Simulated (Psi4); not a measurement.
**SF6 (sulfur hexafluoride) at MP3/6-31G(d) (spherical functions)**

What is the vertical singlet–triplet gap of SF6 (sulfur hexafluoride) at MP3/6-31G* (spherical functions)? 

Program for the calculation: Psi4 1.11.

### 1 The structure to begin with

SF6 has 7 atoms, charge 0, and is taken as a singlet. As SMILES, `FS(F)(F)(F)(F)F`. Geometry: relaxed at PBE0-D4/def2-TZVP.

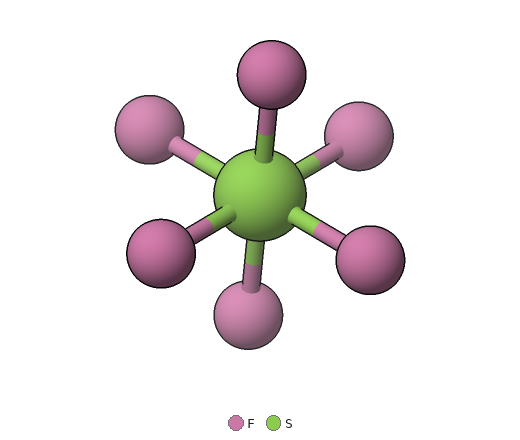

The structure, seen from a chosen angle (fluorine pink, sulfur green).

### 2 A single-point energy at MP3/6-31G(d) (spherical functions)

job.inp reads:

```
memory 2.2 GB

molecule geom {
  0 1
  F     -0.566040    -1.308390     0.646140
  S      0.000000     0.000000     0.000000
  F      1.164640     0.012530     1.045590
  F     -1.164600    -0.012550    -1.045640
  F      0.565990     1.308430    -0.646120
  F     -0.879260     0.858880     0.969040
  F      0.879260    -0.858900    -0.969010
  symmetry c1
  no_reorient
  no_com
}

set {
  basis 6-31G*
  puream true
  e_convergence 1e-09
  d_convergence 1e-08
  scf_type pk
  num_frozen_docc 11
  mp_type conv
}

energy_value = energy("mp3")
print_variables()
```

On the command line:

```sh
psi4 job.inp job.out -n 1
```

job.out (excerpt; [...] marks lines left out):

```text
[...]
  Running in c1 symmetry.
[...]
  Nuclear repulsion =  565.564093798421709
[...]
  Multiplicity = 1
[...]
  Nalpha       = 35
  Nbeta        = 35
[...]
    Number of basis functions: 102
[...]
   @RHF iter   1:  -993.70318798267522    4.73056e-01   8.21284e-03 ADIIS/DIIS
[...]
   @RHF iter   9:  -993.98071217870165   -3.86535e-12   2.64001e-09 DIIS
[...]
    Orbital Energies [Eh]
    ---------------------
    Doubly Occupied:
       1A    -92.482152     2A    -26.382955     3A    -26.382954
       4A    -26.382953     5A    -26.382952     6A    -26.382951
       7A    -26.382921     8A     -9.414454     9A     -7.104066
      10A     -7.104066    11A     -7.104066    12A     -1.837019
      13A     -1.705402    14A     -1.705400    15A     -1.705399
      16A     -1.651322    17A     -1.651321    18A     -1.096575
      19A     -0.918070    20A     -0.918070    21A     -0.918069
      22A     -0.823866    23A     -0.823865    24A     -0.823864
      25A     -0.727344    26A     -0.727342    27A     -0.720983
      28A     -0.720982    29A     -0.720982    30A     -0.706416
      31A     -0.706415    32A     -0.706415    33A     -0.673293
      34A     -0.673292    35A     -0.673292
[...]
  @RHF Final Energy:  -993.98071217870165
   => Energetics <=
    Nuclear Repulsion Energy =            565.5640937984217089
    One-Electron Energy =               -2507.4066452470719923
    Two-Electron Energy =                 947.8618392699486321
    Total Energy =                       -993.9807121787016513
[...]
 Multipole Moments:
 ------------------------------------------------------------------------------------
     Multipole            Electronic (a.u.)      Nuclear  (a.u.)        Total (a.u.)
 ------------------------------------------------------------------------------------
 L = 1.  Multiply by 2.5417464519 to convert [e a0] to [Debye]
 Dipole X            :          0.0001822           -0.0001701            0.0000121
 Dipole Y            :         -0.0000086            0.0000000           -0.0000086
 Dipole Z            :          0.0000007            0.0000000            0.0000007
 Magnitude           :                                                    0.0000149
[...]
	SCS-MP2 Total Energy (a.u.)        :  -995.11576891567825
	SOS-MP2 Total Energy (a.u.)        :  -995.08666948145844
[...]
	SOS-PI-MP2 Total Energy (a.u.)     :  -995.17174312013208
[...]
	MP2 Total Energy (a.u.)            :  -995.17396778411830
[...]
	SCS-MP3 Total Energy (a.u.)        :  -995.11138817359438
[...]
	MP3 Total Energy (a.u.)            :  -995.15644481578306
[...]
```

Wall time 8.7 s (1 thread of AMD EPYC 9R45 (Zen 5), shared host); peak memory 0.8 GiB.

### 3 The triplet at the same level

run.py reads:

```python
import numpy as np
from ase.calculators.psi4 import Psi4
from ase import Atoms

atoms = Atoms(['F', 'S', 'F', 'F', 'F', 'F', 'F'], positions=[
    [-0.566040, -1.308390, 0.646140],
    [0.000000, 0.000000, 0.000000],
    [1.164640, 0.012530, 1.045590],
    [-1.164600, -0.012550, -1.045640],
    [0.565990, 1.308430, -0.646120],
    [-0.879260, 0.858880, 0.969040],
    [0.879260, -0.858900, -0.969010],
])
calc = Psi4(atoms=atoms, method='mp3', basis='6-31G*', memory='2200MB', num_threads=1, charge=0, multiplicity=3, label='psi4-calc', reference='uhf')
calc.psi4.set_options({'puream': True, 'e_convergence': 1e-09, 'd_convergence': 1e-08, 'scf_type': 'pk', 'num_frozen_docc': 11, 'maxiter': 100, 'mp_type': 'conv'})
atoms.calc = calc

print(f'energy: {atoms.get_potential_energy():.6f} eV')
```

On the command line:

```sh
python run.py
```

psi4-calc.dat (excerpt; [...] marks lines left out):

```text
[...]
  Running in c1 symmetry.
[...]
  Nuclear repulsion =  565.564093798421709
[...]
  Multiplicity = 3
[...]
  Nalpha       = 36
  Nbeta        = 34
[...]
    Number of basis functions: 102
[...]
   @UHF iter   1:  -993.36313310991409    8.13111e-01   6.45136e-03 ADIIS/DIIS
[...]
   @UHF iter  30:  -993.53892729694996    5.68434e-13   9.43965e-09 DIIS
[...]
   @S^2 Observed:                2.037044841E+00
[...]
  @UHF Final Energy:  -993.53892729694996
   => Energetics <=
    Nuclear Repulsion Energy =            565.5640937984217089
    One-Electron Energy =               -2508.4089655794018654
    Two-Electron Energy =                 949.3059444840301921
    Total Energy =                       -993.5389272969499643
  UHF NO Occupations:
  HONO-2 :   34  A 1.9956391
  HONO-1 :   35  A 1.0000000
  HONO-0 :   36  A 1.0000000
  LUNO+0 :   37  A 0.0043609
  LUNO+1 :   38  A 0.0043606
[...]
 Multipole Moments:
 ------------------------------------------------------------------------------------
     Multipole            Electronic (a.u.)      Nuclear  (a.u.)        Total (a.u.)
 ------------------------------------------------------------------------------------
 L = 1.  Multiply by 2.5417464519 to convert [e a0] to [Debye]
 Dipole X            :          0.0000374            0.0000021            0.0000395
 Dipole Y            :         -0.0000749            0.0000000           -0.0000749
 Dipole Z            :         -0.0000154            0.0000000           -0.0000154
 Magnitude           :                                                    0.0000860
[...]
	SCS-MP2 Total Energy (a.u.)        :  -994.74068069062037
	SOS-MP2 Total Energy (a.u.)        :  -994.70361520800873
[...]
	SOS-PI-MP2 Total Energy (a.u.)     :  -994.79320658578251
[...]
	MP2 Total Energy (a.u.)            :  -994.81481165584364
[...]
	SCS-MP3 Total Energy (a.u.)        :  -994.72974188941885
[...]
	MP3 Total Energy (a.u.)            :  -994.77105645103757
[...]
```

The script printed:

```text
energy: -27069.099223 eV
```

Run time: 20 s. Hardware: 1 thread of AMD EPYC 9R45 (Zen 5), shared host; peak memory 0.82 GiB.

### 4 Outcome

Level: MP3/6-31G* (spherical functions), 11 core orbitals frozen.

```
                                                           quantity          value
                                              singlet: total energy  -995.15644 Eh
                       singlet: HOMO energy (Hartree–Fock orbitals)      -18.32 eV
                       singlet: LUMO energy (Hartree–Fock orbitals)        4.24 eV
                     singlet: HOMO–LUMO gap (Hartree–Fock orbitals)       22.56 eV
              singlet: correlation energy (11 core orbitals frozen)    -1175.7 mEh
                                              triplet: total energy  -994.77106 Eh
triplet: HOMO energy (Hartree–Fock orbitals) (highest over α and β)       -6.38 eV
              triplet: correlation energy (11 core orbitals frozen)    -1232.1 mEh
                         triplet: ⟨S²⟩ of the reference determinant          2.037
                   vertical energy of the triplet above the singlet      10.487 eV
```

What this shows: At this shape the triplet lies 10.49 eV (242 kcal/mol) above the singlet.
